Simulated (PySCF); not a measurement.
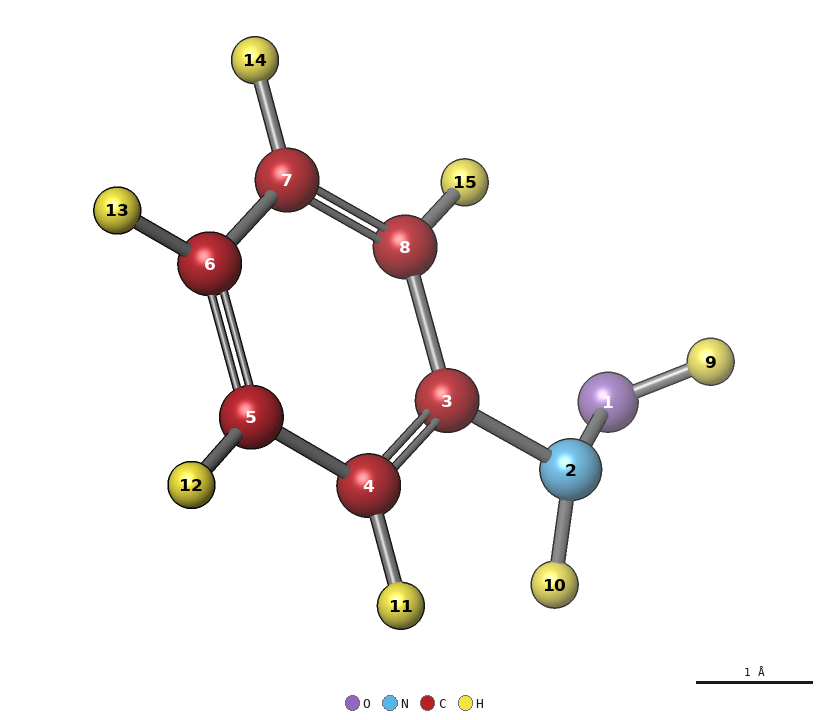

Orthographic view. Depth is shown by fading: the farther an atom, the more it takes the colour of the background. Computed geometry: PBE0-D3(BJ)/def2-SVP optimisation. No frequency run is at hand to confirm it as a minimum.

Write a MOL file (V2000) with the atoms in numerical order, bonds sorted by atom number with the orders drawn, and coordinates in the frame of the picture: x right, y up, z towards the viewer, origin at the mean position.

```
C6H7NO
                    3D

 15 15  0  0  0  0  0  0  0  0999 V2000
    1.8900   -0.3900   -2.1800 O   0  0  0  0  0  0  0  0  0  0  0  0
    1.5700   -0.9700   -0.9600 N   0  0  0  0  0  0  0  0  0  0  0  0
    0.5000   -0.3800   -0.2900 C   0  0  0  0  0  0  0  0  0  0  0  0
   -0.1800   -1.1100    0.6900 C   0  0  0  0  0  0  0  0  0  0  0  0
   -1.2000   -0.5200    1.4300 C   0  0  0  0  0  0  0  0  0  0  0  0
   -1.5600    0.8100    1.2000 C   0  0  0  0  0  0  0  0  0  0  0  0
   -0.8900    1.5300    0.2200 C   0  0  0  0  0  0  0  0  0  0  0  0
    0.1400    0.9500   -0.5300 C   0  0  0  0  0  0  0  0  0  0  0  0
    2.7800   -0.0400   -2.0400 H   0  0  0  0  0  0  0  0  0  0  0  0
    1.4300   -1.9700   -1.1100 H   0  0  0  0  0  0  0  0  0  0  0  0
    0.1000   -2.1600    0.8800 H   0  0  0  0  0  0  0  0  0  0  0  0
   -1.7200   -1.1100    2.1900 H   0  0  0  0  0  0  0  0  0  0  0  0
   -2.3600    1.2700    1.7800 H   0  0  0  0  0  0  0  0  0  0  0  0
   -1.1700    2.5700    0.0200 H   0  0  0  0  0  0  0  0  0  0  0  0
    0.6500    1.5100   -1.3100 H   0  0  0  0  0  0  0  0  0  0  0  0
  1  2  1  0
  1  9  1  0
  2  3  1  0
  2 10  1  0
  3  4  2  0
  3  8  1  0
  4  5  1  0
  4 11  1  0
  5  6  2  0
  5 12  1  0
  6  7  1  0
  6 13  1  0
  7  8  2  0
  7 14  1  0
  8 15  1  0
M  END
```
